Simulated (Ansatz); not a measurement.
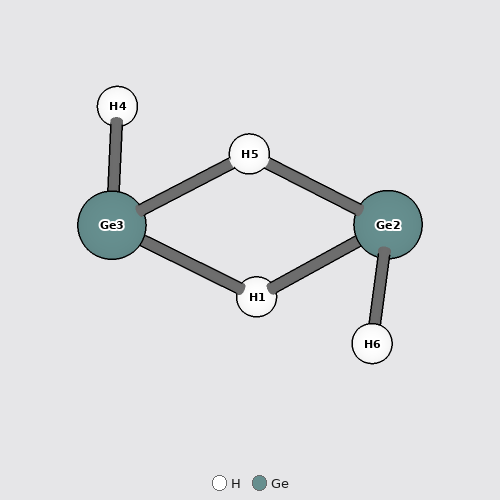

The system is the reacting system Ge₂H₄ (one molecule; an intramolecular 1,2-shift); the picture shows the reference structure. Coordinates scanned: (1) distance H1–Ge3 (bond that forms); (2) distance H1–Ge2 (bond that breaks). Relaxed at each point: all other coordinates. The scan uses an 8 × 8 grid. Points are written as (first, second). Energies are in kJ/mol, from a guessed transition structure relaxed with its forming and breaking bonds held. Energies and slopes of some neighbouring points disagree (a jump in structure or state, or too coarse a mesh). The reference is spin-restricted, so regions where a bond is pulled apart into radicals lie too high. Computed with RKS r2SCAN0-D4/def2-SVP in Ansatz 0.2.0.

Its coordinates:

```xyz
6

H    -0.9124   -0.6647   -0.3470
Ge    0.8249   -1.1293   -0.1252
Ge   -0.7703    1.1389    0.1877
H    -0.5306    1.4679   -1.3438
H     0.8723    0.5645    0.2217
H     0.5160   -1.3771    1.4068
```

Range: distance H1–Ge3 (bond that forms) from 1.359 to 2.859 Å; distance H1–Ge2 (bond that breaks) from 1.359 to 3.159 Å.

**What will the energy surface look like?**

The lowest grid point is at (1.672 Å, 1.735 Å), −6 kJ/mol from a guessed transition structure relaxed with its forming and breaking bonds held. The energy also falls towards the edge at (1.491 Å, 3.159 Å) (13 kJ/mol above the lowest) and (2.859 Å, 1.517 Å) (15 kJ/mol above the lowest), where a further well may lie outside the range. The highest grid point, (2.859 Å, 3.159 Å), lies 322 kJ/mol above the lowest.

```
second ↓, first →  1.359  1.491  1.672  1.879  2.104  2.344  2.596  2.859
            3.159     48      6      6     46    108    179    249    315
            2.844     50     12     17     61    126    199    225    259
            2.541     69     32     47     70    108    148    185    255
            2.253     86     39     25     42     73    108    140    171
            1.983     77     24      3     13     38     66     92     89
            1.735     80     21     −6     −3     14     36     56     26
            1.517    116     52     18     14     25     40     25      9
            1.359    192    125     85     76     81     90     64     50
```

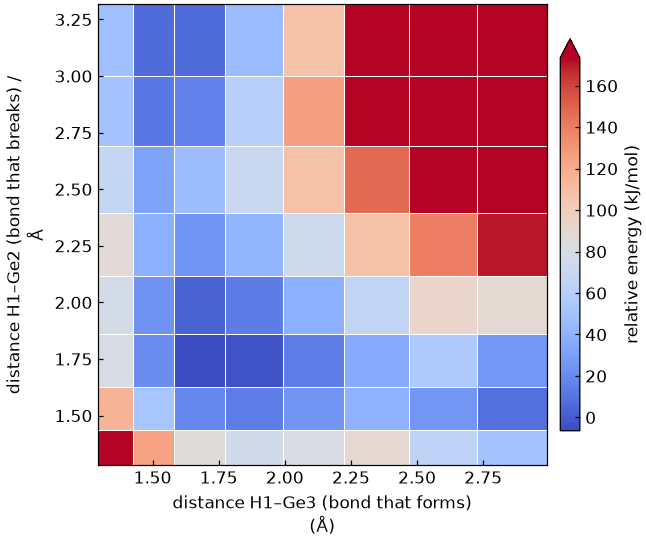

Drawn: one coloured cell a grid point, one colour for all values above the top of the scale.

Each point was launched as `ansatz run input.yaml --threads 1 --pin off --max-ram 2560MiB --backend cpu --events-out ev --progress --plain --runs-dir out`. Time for the 64 points that were run: 17 min on 1 thread of Intel(R) Xeon(R) 6975P-C (Granite Rapids), on a shared host.
